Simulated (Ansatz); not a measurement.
Correcting a cheap level on molecular compounds of Cd

The vertical ionisation energy (cation less neutral) in eV of 6 molecular compounds of Cd: x at r2SCAN-D4/def2-TZVPP, y at CCSD(T)/def2-TZVPP. Shapes, held fixed at every level: PBE0-D4/def2-TZVP. Programs: Ansatz 0.2.0.

```
                   molecule  x (eV)  y (eV)
                Cd(NH2)(OH)    9.15    9.32
                  Cd(NH2)Cl    9.41    9.58
                   Cd(OH)Cl   10.28   10.81
                    Cd(OH)F   10.76   11.03
CdCl2 (SMILES [Cl][Cd][Cl])   10.80       ?
 CdClF (SMILES [F][Cd][Cl])   11.37   11.63
```

**Question.** Fit y = c + s·x to the known rows and predict y for CdCl2.

**Answer.** 
1. Means of the 5 rows: x = 10.1940, y = 10.474.
2. Σ(Δx)² = 3.4153, Σ(Δx·Δy) = 3.6087, so the slope is 3.6087/3.4153 = 1.0566.
3. Intercept: 10.474 − (1.0566) × 10.1940 = -0.297. The largest residual of the fit is 0.25.
4. CdCl2: -0.297 + 1.0566 × 10.80 = 11.11 eV.

CCSD(T)/def2-TZVPP gives 11.40 eV, so the prediction is off by -0.29 eV, about the largest residual. The largest residual belongs to Cd(OH)Cl, which stands apart and tilts the line. Uncorrected, r2SCAN-D4/def2-TZVPP misses it by -0.60 eV, and the other rows by 0.28 on average. The line removes about 50 % of this miss. Left out in turn, the other rows are missed by 0.16 eV on average. Cations run unrestricted. For atoms past krypton def2 sets carry core potentials with scalar relativity. Outer-core shells of Cd are correlated, in sets that cover them unevenly.

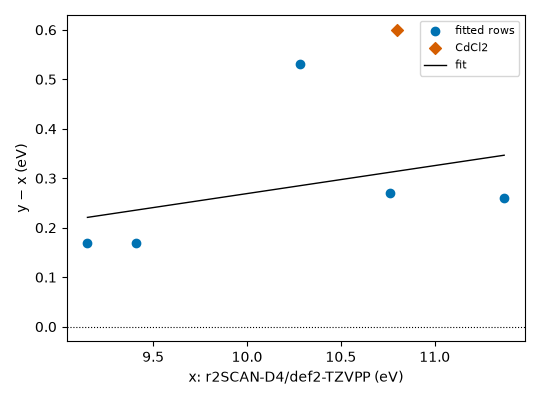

The correction y − x against x, with the fitted line and the withheld molecule.
